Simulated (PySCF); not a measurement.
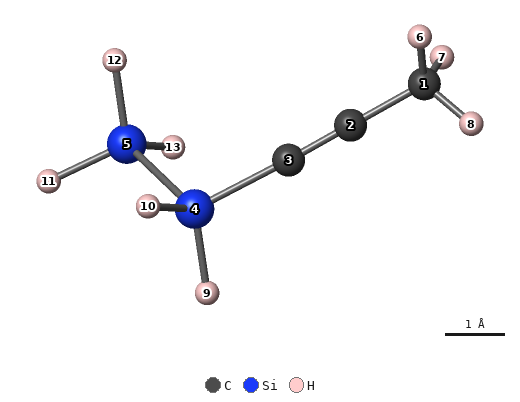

**Figure 1.** The structure (ball-and-stick view, seen at a tilt; atoms are numbered from 1 in the order of the input). Bond lengths as drawn: C–C 1.22 to 1.45 Å, C–H 1.10 Å, C–Si 1.83 Å, H–Si 1.50 Å and Si–Si 2.35 Å.

**C$_{3}$H$_{8}$Si$_{2}$: NMR shielding calculation**

System: C$_{3}$H$_{8}$Si$_{2}$.
Method: GIAO PBE0/pcSseg-1 NMR shielding, non-relativistic, gas phase (PySCF 2.14.0).

The geometry comes from this level: PBE0-D3(BJ)/def2-SVP. It belongs to a series of runs on one base structure; here: H on Si replaced by propynyl. Figures and captions count atoms from 1; the log counts them from 0 in places.

## The input
```
{"job": {"kind": "nmr", "xc": "PBE0", "basis": "pcSseg-1"}, "charge": 0, "multiplicity": 1}
C      2.940391     0.771763    -0.120683
C      1.676837     0.100465     0.117355
C      0.617403    -0.467413     0.323719
Si    -1.015244    -1.242605     0.587402
Si    -2.664582     0.249591    -0.156546
H      3.248259     1.354018     0.761851
H      2.865730     1.463632    -0.974207
H      3.738328     0.045767    -0.341760
H     -1.101441    -2.529533    -0.169138
H     -1.214454    -1.539675     2.039584
H     -4.031309    -0.327397     0.041407
H     -2.566726     1.529936     0.609675
H     -2.471341     0.540311    -1.610489
```

The first line tells a small driver script what to run in PySCF; the rest is the geometry in Å.

Hardware: 1 CPU thread, shared host.

Command:
```bash
OMP_NUM_THREADS=1 python <driver script> task.json out
```

## Log
```
coarse grid: 11472 points
cycle   1  E = -697.5624464788  dE =  1.392e-01  |g| = 3.565e-01  |ddm| = 3.385e+00
cycle   2  E = -697.5529342773  dE =  9.512e-03  |g| = 3.953e-01  |ddm| = 9.200e-01
cycle   3  E = -697.5922963209  dE = -3.936e-02  |g| = 1.309e-01  |ddm| = 5.048e-01
cycle   4  E = -697.5963311260  dE = -4.035e-03  |g| = 3.610e-02  |ddm| = 1.125e-01
cycle   5  E = -697.5966837478  dE = -3.526e-04  |g| = 5.598e-03  |ddm| = 4.338e-02
cycle   6  E = -697.5966917843  dE = -8.036e-06  |g| = 1.790e-03  |ddm| = 8.057e-03
final grid: 100456 points
cycle   7  E = -697.6262804820  dE = -1.394e-05  |g| = 3.806e-03  |ddm| = 2.619e-02
cycle   8  E = -697.6262802132  dE =  2.688e-07  |g| = 3.818e-03  |ddm| = 1.032e-02
cycle   9  E = -697.6262844968  dE = -4.284e-06  |g| = 4.730e-04  |ddm| = 5.228e-03
cycle  10  E = -697.6262845266  dE = -2.980e-08  |g| = 3.229e-04  |ddm| = 5.766e-04
cycle  11  E = -697.6262845525  dE = -2.598e-08  |g| = 4.155e-05  |ddm| = 2.484e-04
cycle  12  E = -697.6262845530  dE = -4.138e-10  |g| = 1.065e-05  |ddm| = 5.117e-05
```

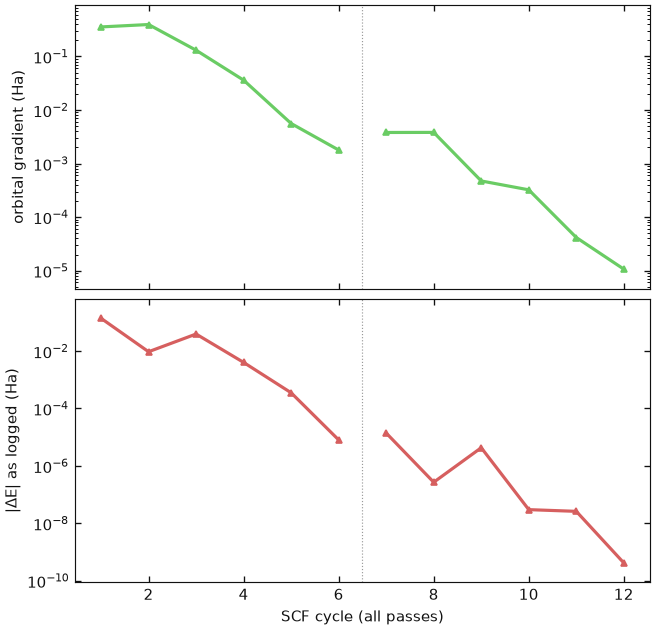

**Figure 2.** Convergence of the self-consistent field: orbital gradient and size of the energy change against the SCF cycle. The dotted line marks the change from a coarse to the final integration grid. The first 6 cycles use a coarse grid, the final grid takes over at cycle 7, and the field converges after 12 cycles in all.

```
converged SCF energy = -697.6262845530

GIAO shielding tensors (ppm)
atom      isotropic    diamagn.    paramagn.     s11        s22        s33       span
  0 C      178.223     250.711     -72.488    169.070    169.425    196.174     27.105
  1 C       67.375     272.815    -205.440    -28.492    -28.334    258.950    287.443
  2 C      107.416     258.771    -151.354     24.684     26.442    271.123    246.439
  3 Si     449.836     882.295    -432.459    437.584    443.781    468.142     30.558
  4 Si     456.025     880.275    -424.250    451.474    451.694    464.906     13.432
  5 H       29.294      27.525       1.768     24.460     27.529     35.892     11.432
  6 H       29.307      29.400      -0.092     24.385     27.774     35.762     11.377
  7 H       29.297      26.273       3.023     24.413     27.419     36.058     11.645
  8 H       27.003      28.887      -1.884     23.416     25.454     32.137      8.721
  9 H       27.004      28.792      -1.788     23.422     25.457     32.133      8.710
 10 H       27.829      28.263      -0.434     24.736     25.326     33.425      8.689
 11 H       27.681      29.465      -1.783     24.672     25.878     32.494      7.822
 12 H       27.684      29.526      -1.842     24.673     25.872     32.505      7.832
```

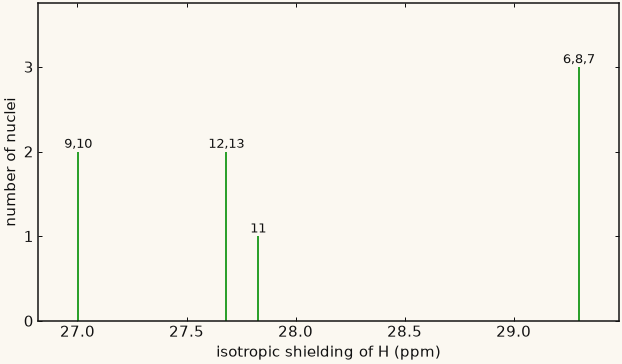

**Figure 3.** Isotropic shieldings of the hydrogen nuclei in this fixed geometry, labelled by atom number; shielding grows to the right, so chemical shift grows to the left. The least shielded is H9 (27.0 ppm), the most shielded H7 (29.3 ppm).

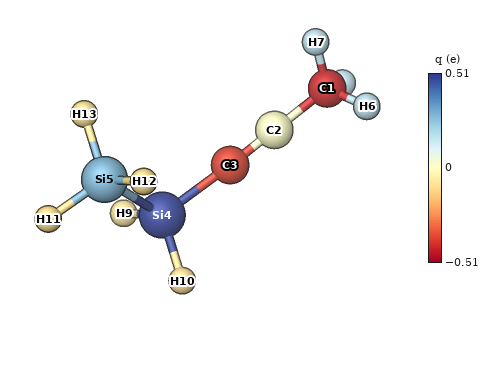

**Figure 4.** IAO charges, as the colour of each atom (ball-and-stick view, seen at a tilt; atoms are numbered from 1 in the order of the input). By element: C −0.43 to +0.01, Si +0.27 to +0.48 and H −0.10 to +0.17 e.

## Results in brief

| quantity | value |
| --- | --- |
| outcome | converged |
| total energy | −697.626285 hartree |
| HOMO | −7.44 eV |
| LUMO | −0.01 eV |
| dipole moment | 1.62 D |
| isotropic shielding, C | 67.4 to 178.2 ppm |
| isotropic shielding, Si | 449.8 to 456.0 ppm |
| isotropic shielding, H | 27.0 to 29.3 ppm |
| wall time | 19 s |
| peak memory | 0.72 GiB |
